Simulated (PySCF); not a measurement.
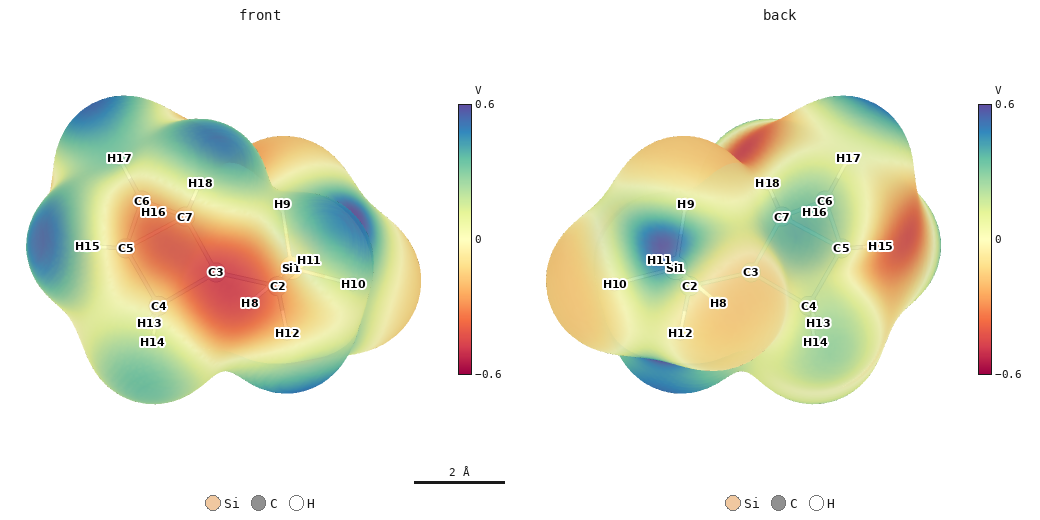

The picture shows: C6H11Si (doublet). The electrostatic potential painted on the density surface at 0.001 e/bohr³, seen from the front and from behind; red is negative and blue positive.

Geometry: GFN2-xTB.

Theory: PySCF, UKS B3LYP, pcH-1 on C H Si, non-relativistic, mean-field spin-orbit, GIAO.

```xyz
18

Si    2.3490    0.1867   -0.7047
C     1.3331   -0.9180    0.5173
C    -0.0866   -0.6024    0.4280
C    -1.1534   -1.0124   -0.5481
C    -2.0373    0.0886    0.0453
C    -1.3673    1.4074   -0.1380
C    -0.9076    0.4809    0.9813
H     1.8382   -0.0489   -2.0557
H     2.1598    1.5829   -0.3142
H     3.7679   -0.1680   -0.6430
H     1.7027   -0.7413    1.5287
H     1.5093   -1.9650    0.2662
H    -0.9268   -0.9129   -1.6143
H    -1.5377   -2.0208   -0.3718
H    -3.0895   -0.0149    0.2515
H    -0.7219    1.5643   -0.9907
H    -1.9201    2.2830    0.1709
H    -0.9205    0.8171    2.0071
```

Question: Where is the surface potential most negative and most positive?

Answer: The most negative region (about −0.5 V, or −12 kcal/mol for a unit charge) lies over C3, C6 and C7, the most positive (about +0.6 V, or +14 kcal/mol for a unit charge) over Si1.
